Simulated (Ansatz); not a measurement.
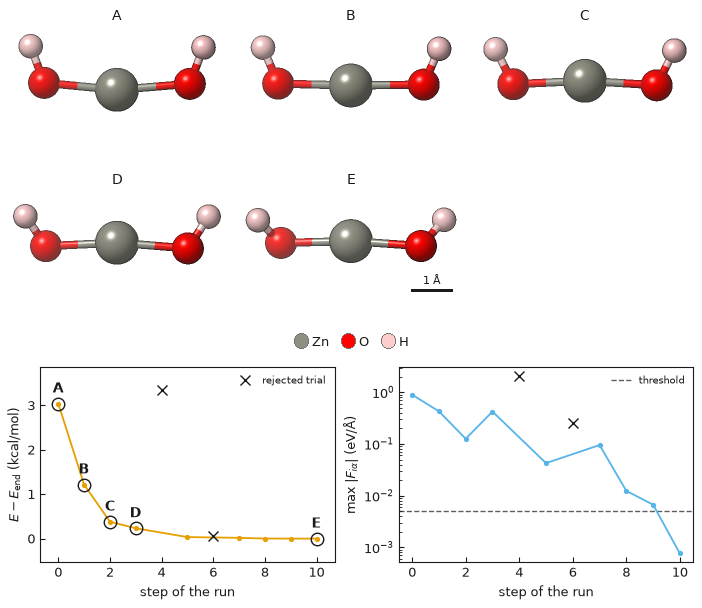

Frames of a relaxation of ZnH$_{2}$O$_{2}$, marked on the history of the run. Style: ball-and-stick. Shown face on.

It is one of the separated reactants of a reaction.

These are results of RKS PBE0-D4/def2-TZVP (Ansatz), not measurements. Set-up: force threshold 0.005 eV/Å; at most 200 steps.

Question: Describe the path.

Answer: The largest moves after the best rigid fit, 0.36 Å, are those of H atoms. By element the largest moves are H 0.36 Å, Zn 0.31 Å, O 0.30 Å. Among the contacts that change: O–Zn 1.798 → 1.766 Å. Among the angles between lasting bonds that change: O–Zn–O 169.9° → 174.6°. Over 8 accepted moves (10 points after the start) the energy falls by 3.04 kcal/mol. The largest force component goes from 0.9 to 0.00076 eV/Å. The line search rejected the trial steps at points 4, 6 of the run. Cost: 28 s on 8 threads of Intel Xeon @ 2.50GHz, with other jobs on the host. From step 0 to 1: the Zn atom moves most (0.11 Å), energy −1.82 kcal/mol. From step 1 to 2: the Zn atom moves most (0.11 Å), energy −0.84 kcal/mol. From step 2 to 3: O atoms move most (0.16 Å), energy −0.15 kcal/mol. From step 3 to 10: O atoms move most (0.14 Å), energy −0.23 kcal/mol.
